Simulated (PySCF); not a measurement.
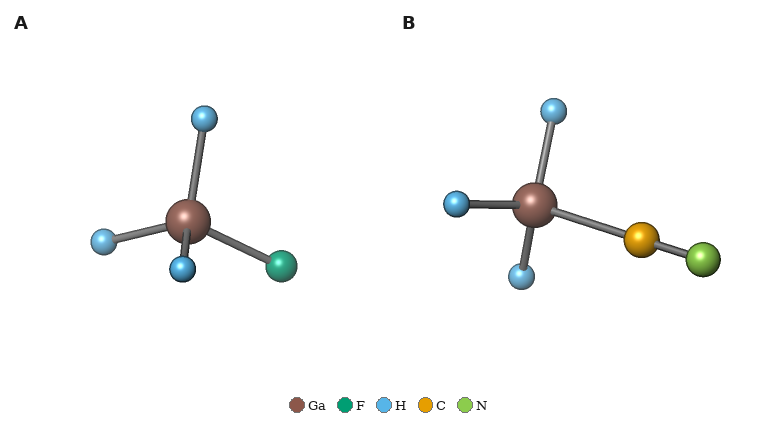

Two related species, optimised with PBE0-D3(BJ)/def2-SVP; properties computed with PySCF 2.14.0. Both: charge −1, singlet.

Question. What are A and B?

Answer. A is [GaFH3]-, B is [Ga(CN)H3]-.

Compare them. With PBE/pcSseg-1 (pcSseg-2 on Ga): HOMO energy (Kohn–Sham orbital) (eV). With PBE0/def2-SVPD: mean static polarisability (bohr³). With PBE0/pcSseg-1 (pcSseg-2 on Ga): Hirshfeld charge of Ga (e), IAO charge of Ga (e). With PBE0-D3(BJ)/def2-SVP: mean Ga–H length (Å).

```tsv
quantity	A	B
HOMO energy (Kohn–Sham orbital) (eV)	−0.89	−1.82
mean static polarisability (bohr³)	48.1	61.8
Hirshfeld charge of Ga (e)	0.12	0.10
IAO charge of Ga (e)	0.31	0.02
mean Ga–H length (Å)	1.625	1.606
```

Each is one conformer, and no frequency run is at hand to confirm it as a minimum.
